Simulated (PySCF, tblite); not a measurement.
# C₇H₁₆BNO: geometry, infrared bands and NMR shifts

What infrared bands and NMR shifts should C₇H₁₆BNO (`CCC#[N+][BH2-]OCCCC`) show?

Computed with tblite 0.8.0 and PySCF 2.14.0, with density-fitted response routines of our own, on a single molecule in the gas phase. Atoms count from 0, in the outputs and in this text.

## 1. Starting geometry

26 atoms, charge 0, multiplicity 1; geometry from: force field or distance geometry start.

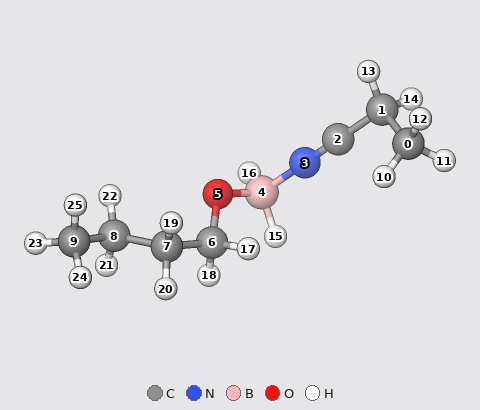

As it starts; carbon grey, nitrogen blue, boron pink, oxygen red, hydrogen white, atoms numbered.

## 2. Geometry optimisation with GFN2-xTB

Job settings and geometry (Å):

```
{"job": {"kind": "relax", "xc": "GFN2-xTB", "basis": "xTB"}, "charge": 0, "multiplicity": 1}
C     -4.481100     0.888800     0.653500
C     -4.251100    -0.554900     0.363300
C     -2.953400    -0.681900    -0.347900
N     -1.964700    -0.777900    -0.934200
B     -0.691100    -0.918600    -1.680000
O      0.421200    -0.784800    -0.751000
C      1.067200     0.439200    -0.865500
C      2.231900     0.635600     0.085100
C      3.339400    -0.382500    -0.081700
C      4.411200    -0.034900     0.946300
H     -3.563200     1.487900     0.580300
H     -5.193800     1.293600    -0.109900
H     -4.955100     0.978400     1.676700
H     -4.272500    -1.205600     1.277400
H     -5.090700    -0.925700    -0.278700
H     -0.597800    -0.007300    -2.449100
H     -0.644300    -1.962900    -2.244400
H      0.299300     1.202300    -0.598900
H      1.417100     0.683200    -1.874200
H      1.951500     0.704400     1.151600
H      2.686000     1.626200    -0.201400
H      3.762600    -0.286600    -1.098100
H      3.030300    -1.405300     0.155000
H      5.308900    -0.620100     0.636400
H      4.648400     1.048900     0.933700
H      4.063100    -0.417100     1.921500
```

Started as:

```sh
> OMP_NUM_THREADS=1 python probes_run.py task.json out
```

The driver reads the jobs from task.json and runs them one after another.

The program printed:

```text
step      E/eV     max force
  0    -852.75469    2.092
  1    -853.01055    0.696
  2    -853.11847    1.087
  3    -853.14171    4.114
  4    -853.23553    0.490
  5    -853.26734    0.769
  6    -853.30255    0.461
  7    -853.31967    0.348
  8    -853.33568    0.239
  9    -853.34807    0.280
 10    -853.36071    0.357
 11    -853.37080    0.295
 12    -853.37854    0.231
 13    -853.38517    0.195
 14    -853.39372    0.314
 15    -853.40387    0.353
 16    -853.41368    0.228
 17    -853.42224    0.195
 18    -853.43047    0.217
 19    -853.43938    0.240
 20    -853.44850    0.215
 21    -853.45618    0.167
 22    -853.46218    0.184
 23    -853.46744    0.182
 24    -853.47265    0.152
 25    -853.47783    0.175
 26    -853.48267    0.148
 27    -853.48708    0.178
 28    -853.49131    0.139
 29    -853.49542    0.143
 30    -853.49938    0.147
 31    -853.50362    0.172
 32    -853.50866    0.185
 33    -853.51441    0.213
 34    -853.52011    0.188
 35    -853.52515    0.136
 36    -853.52946    0.142
 37    -853.53309    0.110
 38    -853.53616    0.136
 39    -853.53869    0.151
 40    -853.54149    0.113
 41    -853.54506    0.130
 42    -853.54787    0.130
 43    -853.55090    0.119
 44    -853.55348    0.102
 45    -853.55611    0.120
 46    -853.55883    0.106
 47    -853.56135    0.103
 48    -853.56330    0.088
 49    -853.56472    0.083
 50    -853.56600    0.084
 51    -853.56740    0.078
 52    -853.56923    0.067
 53    -853.57002    0.064
 54    -853.57095    0.047
 55    -853.57147    0.041
 56    -853.57183    0.039
 57    -853.57209    0.033
 58    -853.57237    0.034
 59    -853.57268    0.042
 60    -853.57307    0.048
 61    -853.57350    0.054
 62    -853.57395    0.049
 63    -853.57433    0.035
 64    -853.57465    0.036
 65    -853.57498    0.036
 66    -853.57537    0.055
 67    -853.57578    0.056
 68    -853.57613    0.039
 69    -853.57642    0.038
 70    -853.57673    0.034
 71    -853.57712    0.048
 72    -853.57757    0.051
 73    -853.57801    0.039
 74    -853.57841    0.042
 75    -853.57879    0.048
 76    -853.57913    0.036
 77    -853.57939    0.032
 78    -853.57957    0.029
 79    -853.57975    0.032
 80    -853.58002    0.042
 81    -853.58038    0.042
 82    -853.58078    0.049
 83    -853.58112    0.045
 84    -853.58144    0.036
 85    -853.58184    0.058
 86    -853.58241    0.066
 87    -853.58303    0.059
 88    -853.58349    0.039
 89    -853.58378    0.036
 90    -853.58407    0.038
 91    -853.58448    0.050
 92    -853.58496    0.048
 93    -853.58535    0.038
 94    -853.58561    0.031
 95    -853.58583    0.035
 96    -853.58614    0.041
 97    -853.58653    0.045
 98    -853.58690    0.042
 99    -853.58723    0.051
100    -853.58760    0.050
101    -853.58842    0.076
102    -853.58924    0.078
103    -853.59010    0.054
104    -853.59066    0.049
105    -853.59117    0.050
106    -853.59162    0.223
107    -853.59233    0.120
108    -853.59299    0.125
109    -853.59361    0.065
110    -853.59394    0.044
111    -853.59420    0.041
112    -853.59486    0.032
113    -853.59503    0.029
114    -853.59523    0.031
115    -853.59537    0.035
116    -853.59552    0.024
117    -853.59571    0.025
118    -853.59587    0.033
119    -853.59607    0.035
120    -853.59629    0.029
121    -853.59657    0.030
122    -853.59689    0.040
123    -853.59727    0.045
124    -853.59765    0.039
125    -853.59799    0.038
126    -853.59829    0.035
127    -853.59857    0.035
128    -853.59883    0.033
129    -853.59905    0.033
130    -853.59928    0.031
131    -853.59952    0.033
132    -853.59969    0.032
133    -853.59990    0.030
134    -853.60012    0.030
135    -853.60036    0.031
136    -853.60067    0.035
137    -853.60105    0.034
138    -853.60150    0.039
139    -853.60192    0.060
140    -853.60242    0.065
141    -853.60294    0.048
142    -853.60348    0.044
143    -853.60397    0.036
144    -853.60447    0.039
145    -853.60485    0.036
146    -853.60521    0.037
147    -853.60554    0.032
148    -853.60584    0.036
149    -853.60614    0.034
150    -853.60636    0.089
151    -853.60653    0.057
152    -853.60677    0.030
153    -853.60703    0.026
154    -853.60740    0.038
155    -853.60779    0.048
156    -853.60826    0.048
157    -853.60885    0.062
158    -853.60966    0.067
159    -853.61038    0.065
160    -853.61131    0.070
161    -853.61238    0.125
162    -853.61296    0.121
163    -853.61425    0.057
164    -853.61497    0.050
165    -853.61574    0.065
166    -853.61640    0.079
167    -853.61695    0.054
168    -853.61717    0.034
169    -853.61729    0.026
170    -853.61744    0.024
171    -853.61763    0.032
172    -853.61772    0.028
173    -853.61783    0.018
174    -853.61795    0.021
175    -853.61807    0.023
176    -853.61819    0.024
177    -853.61834    0.028
178    -853.61854    0.041
179    -853.61880    0.049
180    -853.61910    0.051
181    -853.61938    0.051
182    -853.61957    0.059
183    -853.61973    0.037
184    -853.61992    0.031
185    -853.62012    0.027
186    -853.62025    0.024
187    -853.62039    0.021
188    -853.62048    0.019
189    -853.62056    0.020
190    -853.62066    0.020
191    -853.62076    0.022
192    -853.62083    0.032
193    -853.62089    0.020
194    -853.62094    0.013
195    -853.62098    0.025
196    -853.62102    0.010
```

Run time: 1.4 s. Hardware: 1 thread of Arm Neoverse V2, shared host.

Step by step: (not every step is listed)

```tsv
step	energy from step 0 (eV)	largest force (eV/Å)
0	0.0000	2.0917
1	-0.2559	0.6964
2	-0.3638	1.0869
3	-0.3870	4.1142
4	-0.4808	0.4897
5	-0.5127	0.7692
6	-0.5479	0.4610
7	-0.5650	0.3481
8	-0.5810	0.2386
26	-0.7280	0.1484
44	-0.7988	0.1024
62	-0.8193	0.0489
80	-0.8253	0.0422
98	-0.8322	0.0418
116	-0.8408	0.0245
134	-0.8454	0.0300
152	-0.8521	0.0299
170	-0.8628	0.0244
188	-0.8658	0.0193
191	-0.8661	0.0220
192	-0.8661	0.0321
193	-0.8662	0.0196
194	-0.8663	0.0128
195	-0.8663	0.0248
196	-0.8663	0.0097
```

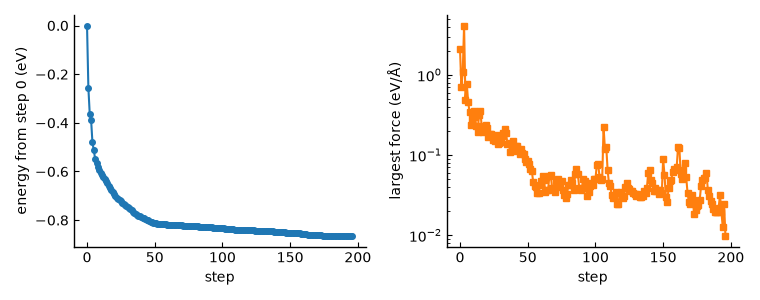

Energy and force, step by step.

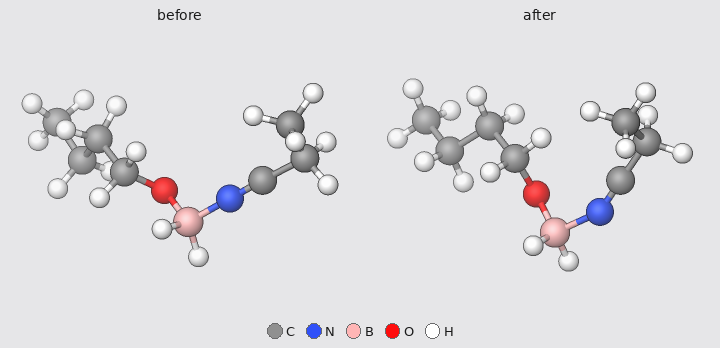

Before and after, at one scale.

Close pairs (by a distance rule), those that changed most:

```tsv
bond	before (Å)	after (Å)	change (Å)
N3–B4	1.483	1.588	+0.106
C1–C2	1.485	1.435	-0.050
C0–H12	1.131	1.087	-0.044
C0–C1	1.490	1.532	+0.042
C7–H20	1.127	1.093	-0.033
C0–H11	1.120	1.087	-0.033
C9–H23	1.116	1.088	-0.028
C1–H13	1.122	1.094	-0.028
```

The final coordinates are the input of the step that follows.

## 3. Vibrational analysis with GFN2-xTB

Job settings and geometry (Å):

```
{"job": {"kind": "ir", "xc": "GFN2-xTB", "basis": "xTB"}, "charge": 0, "multiplicity": 1}
C     -3.749344     1.239109     0.313506
C     -3.528394    -0.262864     0.519851
C     -2.656853    -0.801853    -0.485192
N     -1.984606    -1.234149    -1.311887
B     -0.542903    -1.399410    -1.957670
O      0.345089    -1.100403    -0.878007
C      0.481901     0.216063    -0.454118
C      1.664966     0.340082     0.507185
C      2.986260     0.041975    -0.195520
C      4.165050     0.067097     0.768648
H     -2.802371     1.772859     0.338680
H     -4.226073     1.427170    -0.645223
H     -4.388290     1.626422     1.102769
H     -3.072388    -0.451184     1.496773
H     -4.483496    -0.795176     0.479461
H     -0.587730    -0.604179    -2.852300
H     -0.464455    -2.537555    -2.265058
H     -0.441697     0.546656     0.066947
H      0.626586     0.891735    -1.313563
H      1.521870    -0.370743     1.323559
H      1.679053     1.350237     0.925141
H      3.145577     0.779371    -0.985823
H      2.907902    -0.939027    -0.665735
H      5.095916    -0.124067     0.239783
H      4.240392     1.037670     1.255907
H      4.046992    -0.693226     1.537611
```

The program printed:

```text
mode    cm-1     km/mol
  1      21.9      1.72
  2      24.6      0.99
  3      35.9      3.83
  4      70.4      0.47
  5      85.5      1.45
  6      95.4      2.04
  7     140.4      2.55
  8     193.2      1.17
  9     224.3      5.87
 10     228.8      4.05
 11     238.1      2.18
 12     293.9      1.40
 13     307.8      3.36
 14     347.2      0.85
 15     392.8     29.32
 16     467.1     15.33
 17     505.0      7.43
 18     541.9     14.34
 19     772.6      9.51
 20     800.4     14.03
 21     821.8     10.91
 22     861.6     48.70
 23     882.7     19.47
 24     897.2     25.01
 25     921.0     13.21
 26     964.8     28.83
 27     983.6      9.27
 28    1008.6    149.84
 29    1033.6     51.24
 30    1054.6      1.74
 31    1069.9     50.14
 32    1077.1     47.36
 33    1090.3      5.40
 34    1121.6     28.32
 35    1140.8     16.20
 36    1160.9     57.08
 37    1175.4     51.12
 38    1203.6      0.46
 39    1228.6      1.50
 40    1246.5      3.07
 41    1281.5      1.45
 42    1292.2      5.20
 43    1305.1      1.78
 44    1355.9     31.55
 45    1368.0      0.59
 46    1407.4      5.20
 47    1413.7      0.49
 48    1417.7      6.28
 49    1475.0      0.70
 50    1486.9      5.62
 51    1491.6      7.14
 52    1494.1      0.56
 53    1497.7      3.62
 54    1506.3      2.30
 55    1508.4      1.60
 56    2343.9     66.02
 57    2374.3    185.48
 58    2538.4    184.17
 59    2720.4    123.85
 60    2832.7     77.35
 61    2949.3      4.81
 62    2955.0     44.46
 63    2961.1      6.19
 64    2970.0     28.16
 65    2983.3     63.37
 66    3002.1      9.77
 67    3023.7     71.36
 68    3031.8     57.56
 69    3037.4     37.78
 70    3048.6     17.21
 71    3051.4     21.45
 72    3054.1     15.11
```

Wall time 0.98 s (1 thread of Arm Neoverse V2, shared host).

The strongest bands and the atoms that carry them (share of the mass-weighted mode):

```tsv
cm⁻¹	km/mol	atoms
1009	149.8	H15 23 %, O5 11 %, H20 11 %
2344	66.0	C2 55 %, N3 34 %
2374	185.5	H15 84 %
2538	184.2	H16 93 %
2720	123.8	H17 89 %
2833	77.3	H18 90 %
2983	63.4	H19 80 %, H21 10 %
3024	71.4	H24 78 %
```

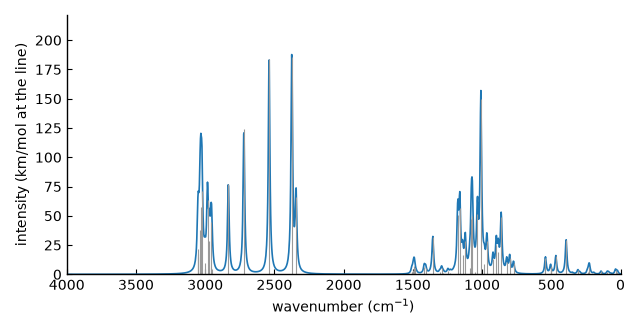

The infrared spectrum from these modes, unscaled. Lines are broadened to a width of 14 cm⁻¹ (Lorentzian).

## 4. NMR shieldings: PBE0/pcSseg-1

Settings changed since step 3:

```diff
@@ -1,2 +1,2 @@
-{"job": {"kind": "ir", "xc": "GFN2-xTB", "basis": "xTB"}, "charge": 0, "multiplicity": 1}
+{"job": {"kind": "nmr", "xc": "PBE0", "basis": "pcSseg-1"}, "charge": 0, "multiplicity": 1}
 C     -3.749344     1.239109     0.313506
```

Method: GIAO PBE0/pcSseg-1 NMR shielding, non-relativistic, gas phase.

The program printed:

```text
coarse grid: 20760 points
cycle   1  E = -430.4073279669  dE =  1.106e+00  |g| = 8.123e-01  |ddm| = 4.286e+00
cycle   2  E = -429.8092801988  dE =  5.980e-01  |g| = 1.826e+00  |ddm| = 2.667e+00
cycle   3  E = -430.5535796745  dE = -7.443e-01  |g| = 2.124e-01  |ddm| = 2.118e+00
cycle   4  E = -430.5631395722  dE = -9.560e-03  |g| = 8.763e-02  |ddm| = 2.363e-01
cycle   5  E = -430.5648964417  dE = -1.757e-03  |g| = 1.977e-02  |ddm| = 7.881e-02
cycle   6  E = -430.5649618160  dE = -6.537e-05  |g| = 1.289e-02  |ddm| = 2.272e-02
cycle   7  E = -430.5649937685  dE = -3.195e-05  |g| = 3.202e-03  |ddm| = 8.145e-03
cycle   8  E = -430.5649959786  dE = -2.210e-06  |g| = 6.471e-04  |ddm| = 3.264e-03
final grid: 197816 points
cycle   9  E = -430.6335590143  dE = -6.122e-05  |g| = 1.135e-02  |ddm| = 3.362e-02
cycle  10  E = -430.6335445516  dE =  1.446e-05  |g| = 1.440e-02  |ddm| = 1.846e-02
cycle  11  E = -430.6335881793  dE = -4.363e-05  |g| = 2.382e-03  |ddm| = 1.093e-02
cycle  12  E = -430.6335893034  dE = -1.124e-06  |g| = 5.636e-04  |ddm| = 2.282e-03
cycle  13  E = -430.6335893562  dE = -5.278e-08  |g| = 2.705e-04  |ddm| = 4.511e-04
cycle  14  E = -430.6335893702  dE = -1.402e-08  |g| = 6.717e-05  |ddm| = 2.016e-04
cycle  15  E = -430.6335893712  dE = -1.024e-09  |g| = 1.048e-05  |ddm| = 6.065e-05
cycle  16  E = -430.6335893713  dE = -2.467e-11  |g| = 2.634e-06  |ddm| = 1.221e-05
converged SCF energy = -430.6335893713

GIAO shielding tensors (ppm)
atom      isotropic    diamagn.    paramagn.     s11        s22        s33       span
  0 C      174.926     247.780     -72.853    166.416    170.891    187.472     21.055
  1 C      173.914     252.024     -78.110    162.296    173.660    185.785     23.489
  2 C       54.108     273.376    -219.268    -42.518    -34.932    239.775    282.293
  3 N       25.463     339.323    -313.860   -146.068    -96.562    319.021    465.089
  4 B      109.046     190.672     -81.626     95.979    104.928    126.232     30.254
  5 O      260.343     401.403    -141.060    174.536    286.694    319.800    145.264
  6 C      115.108     251.136    -136.028     88.474    109.354    147.495     59.020
  7 C      146.490     252.145    -105.655    133.761    140.999    164.710     30.950
  8 C      161.601     247.911     -86.310    146.060    167.622    171.120     25.060
  9 C      169.568     243.769     -74.201    158.584    162.555    187.566     28.982
 10 H       29.970      33.399      -3.429     25.007     29.529     35.374     10.367
 11 H       30.228      28.393       1.836     26.284     28.025     36.376     10.093
 12 H       30.374      27.075       3.299     25.933     27.148     38.041     12.109
 13 H       28.827      33.439      -4.612     24.370     27.595     34.515     10.145
 14 H       28.997      25.534       3.463     23.728     27.299     35.964     12.236
 15 H       28.663      32.193      -3.530     24.548     29.423     32.019      7.471
 16 H       28.776      30.919      -2.143     24.769     28.819     32.739      7.969
 17 H       28.067      39.851     -11.783     22.591     28.764     32.846     10.256
 18 H       28.397      35.551      -7.153     24.745     28.476     31.971      7.225
 19 H       30.200      36.009      -5.808     26.029     30.694     33.878      7.849
 20 H       30.403      35.177      -4.775     25.948     30.333     34.927      8.979
 21 H       30.607      31.963      -1.357     25.499     30.588     35.732     10.233
 22 H       29.521      32.429      -2.909     23.479     31.148     33.935     10.456
 23 H       30.421      25.409       5.012     25.720     27.665     37.879     12.159
 24 H       30.844      27.919       2.925     26.693     29.034     36.803     10.110
 25 H       30.808      28.490       2.318     26.548     29.146     36.730     10.182
```

It took 59 s on 1 thread of Arm Neoverse V2, shared host; peak memory 1.2 GiB.

Shifts follow as δ = σ(reference) − σ, with reference shieldings (ppm) from runs at the same level and on the same kind of geometry: 1H TMS 31.72, 13C TMS 186.9, 15N NH3 267.7, 17O H2O 336.1, 11B BF3·OEt2 100.1. The references are single molecules in the gas phase, so shifts against H2O, NH3, PH3, H3PO4 or CFCl3 are not on the usual liquid scales and can be off by tens of ppm. Atoms listed in one row are averaged.

```tsv
atoms	environment	σ (ppm)	δ (ppm)	δ scaled to CDCl3
C2	nitrilium-type carbon	54.1	132.8	127.7
C6	sp3 CH2 bonded to O	115.1	71.8	68.2
C7	sp3 CH2	146.5	40.4	37.5
C8	sp3 CH2	161.6	25.3	22.8
C9	methyl carbon	169.6	17.4	15.0
C1	sp3 CH2 α to a nitrile	173.9	13.0	10.8
C0	methyl carbon	174.9	12.0	9.8
H17, H18	hydrogen on an sp3 CH2 bonded to O	28.23	3.48	3.39
H15, H16	hydrogen on a boron bonded to N, O	28.72	3.00	–
H13, H14	hydrogen on an sp3 CH2 α to a nitrile	28.91	2.81	2.75
H21, H22	hydrogen on an sp3 CH2	30.06	1.65	1.66
H10, H11, H12	hydrogen on a methyl carbon	30.19	1.53	1.54
H19, H20	hydrogen on an sp3 CH2	30.30	1.42	1.44
H23, H24, H25	hydrogen on a methyl carbon	30.69	1.03	1.07
N3	donor nitrogen of a Lewis adduct	25.5	242.3	–
B4	boron bonded to N, O, 2 H	109.0	-9.0	–
O5	oxygen bonded to C, B	260.3	75.7	–
```

The scaled column applies a straight-line fit of computed shieldings to shifts measured in CDCl3 (root-mean-square error 0.16 ppm for H, 1.9 ppm for C).

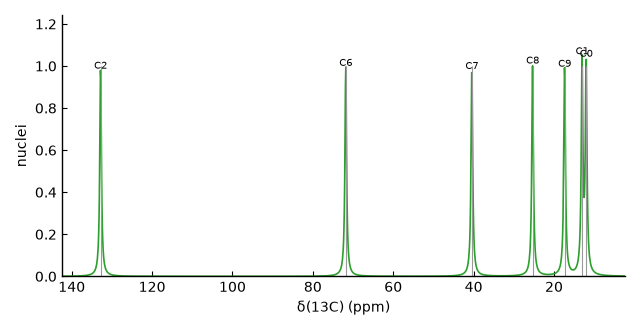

13C lines at the computed shifts, without couplings. Lines are broadened to a width of 0.48 ppm (Lorentzian).

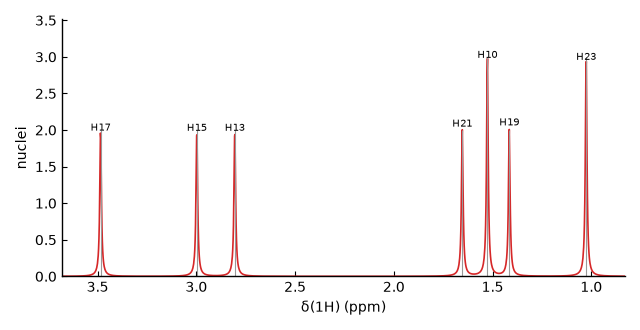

1H lines at the computed shifts, without couplings. Lines are broadened to a width of 0.01 ppm (Lorentzian).

The run also stored atomic charges by several schemes (e):

```tsv
atoms	Mulliken	IAO	Hirshfeld	ESP fit
C0	-0.29	-0.41	-0.10	-0.15
C1	-0.22	-0.29	-0.02	-0.02
C2	0.26	0.24	0.18	0.23
N3	-0.34	-0.02	-0.02	-0.13
B4	0.33	-0.04	0.02	0.11
O5	-0.55	-0.45	-0.20	-0.37
C6	0.06	-0.02	0.00	0.08
C7	-0.23	-0.25	-0.08	-0.24
C8	-0.28	-0.25	-0.07	0.35
C9	-0.26	-0.42	-0.12	-0.51
```

ESP fit charges:

C0 -0.15; C1 -0.02; C2 0.23; N3 -0.13; B4 0.11; O5 -0.37; C6 0.08; C7 -0.24; C8 0.35; C9 -0.51; H10 0.05; H11 0.08; H12 0.07; H13 0.10; H14 0.09; H15 -0.12; H16 -0.10; H17 0.05; H18 0.04; H19 0.07; H20 0.05; H21 -0.04; H22 -0.02; H23 0.11; H24 0.11; H25 0.12

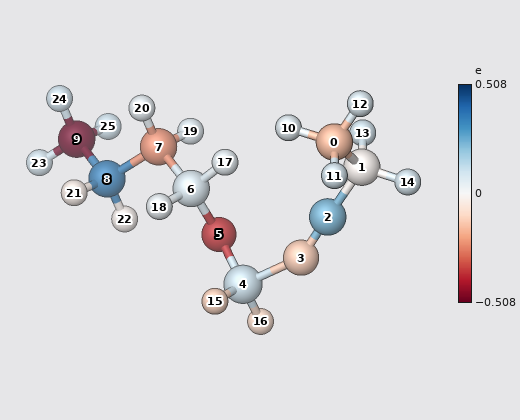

ESP fit charges, as colours on the atoms.

Mayer bond orders: C0–C1 1.03, C1–C2 1.04, C2–N3 2.65, N3–B4 0.55, B4–O5 0.93, O5–C6 0.95, C6–C7 1.06, C7–C8 1.03, C8–C9 1.06.

## 5. What came out

| quantity | value |
| --- | --- |
| strongest single infrared mode (GFN2-xTB) | 2374 cm⁻¹, 185 km/mol |
| zero-point energy (GFN2-xTB) | 138.5 kcal/mol |
| 13C shifts against TMS (PBE0/pcSseg-1) | 132.8, 71.8, 40.4, 25.3, 17.4, 13.0, 12.0 ppm |
| 1H shifts against TMS (PBE0/pcSseg-1, means over atoms taken as alike) | 3.48, 3.00, 2.81, 1.65, 1.53, 1.42, 1.03 ppm |
| 15N shifts against NH3 (PBE0/pcSseg-1) | 242.3 ppm |
| 11B shifts against BF3·OEt2 (PBE0/pcSseg-1) | -9.0 ppm |
| 17O shifts against H2O (PBE0/pcSseg-1) | 75.7 ppm |

What this shows: Over 196 steps the energy fell by 0.866 eV; of the close pairs, N3–B4 changed most, 1.483 to 1.588 Å. No mode is imaginary among the 72: a minimum at this level. The strongest single mode, at 2374 cm⁻¹, moves mainly H15. Unscaled tight-binding wavenumbers are off by several per cent, some by more. Its intensities can rank the bands wrongly. The most deshielded hydrogen is H17, H18 (mean) (hydrogen on an sp3 CH2 bonded to O), at 3.48 ppm: its carbon carries O, hence the downfield position. At PBE0/pcSseg-1: The largest span, 465 ppm, is at N3, where the paramagnetic term is -314 ppm.
